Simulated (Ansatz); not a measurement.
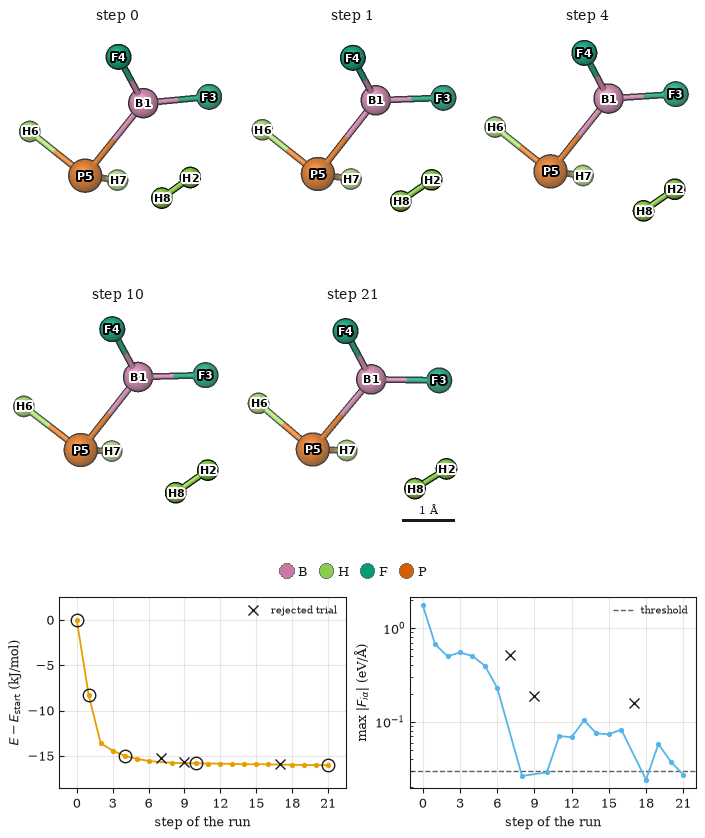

Frames of a relaxation of BPH4F2, marked on the history of the run. Style: ball-and-stick. Shown from a free direction.

The run prepares an end point of a later path (reaction) calculation, from a guessed geometry.

Level of theory: RKS PBE0/def2-SVP in Ansatz. Settings: no spin polarisation; force threshold 0.03 eV/Å; at most 50 steps.

Q: Describe the path.

A: The atom that moves furthest after the best rigid fit is H8 (0.88 Å). By element the largest moves are H 0.88 Å, P 0.31 Å, F 0.28 Å, B 0.21 Å. Near-neighbour distances that change, for instance: H2–H8 0.719 → 0.762 Å, B1–P5 1.915 → 1.922 Å. The energy falls by 16.0 kJ/mol in 18 accepted moves (21 points after the start). The largest force component goes from 1.8 to 0.027 eV/Å. The line search rejected the trial steps at points 7, 9, 17 of the run. The forces were under the threshold at step 8, but the run went on from there. The run took 33 s on 1 thread of AMD EPYC 9R45 96-Core Processor (Zen 5), on a shared host, peak memory 0.17 GiB. From step 0 to 1: H2 moves most (0.20 Å), energy −8.32 kJ/mol. From step 1 to 4: H8 moves most (0.38 Å), energy −6.67 kJ/mol. From step 4 to 10: H8 moves most (0.15 Å), energy −0.83 kJ/mol. From step 10 to 21: H8 moves most (0.21 Å), energy −0.21 kJ/mol.

```csv
step,"E − E(0), kJ/mol","largest force component, eV/Å",note
0,0.00,1.7501,
1,-8.32,0.6701,
2,-13.60,0.5012,
3,-14.42,0.5506,
4,-14.99,0.5040,
5,-15.32,0.3975,
6,-15.56,0.2304,
7,-15.21,0.5221,rejected
8,-15.78,0.0263,
9,-15.68,0.1872,rejected
10,-15.82,0.0288,
11,-15.84,0.0704,
12,-15.86,0.0682,
13,-15.89,0.1037,
14,-15.92,0.0751,
15,-15.92,0.0735,
16,-15.93,0.0826,
17,-15.91,0.1596,rejected
18,-15.98,0.0240,
19,-16.00,0.0578,
20,-16.01,0.0374,
21,-16.03,0.0273,
```

Limits of the set-up: the start holds two separate molecules, 2.4 Å apart at their closest, whose relative position is a soft coordinate and is computed without a dispersion correction.
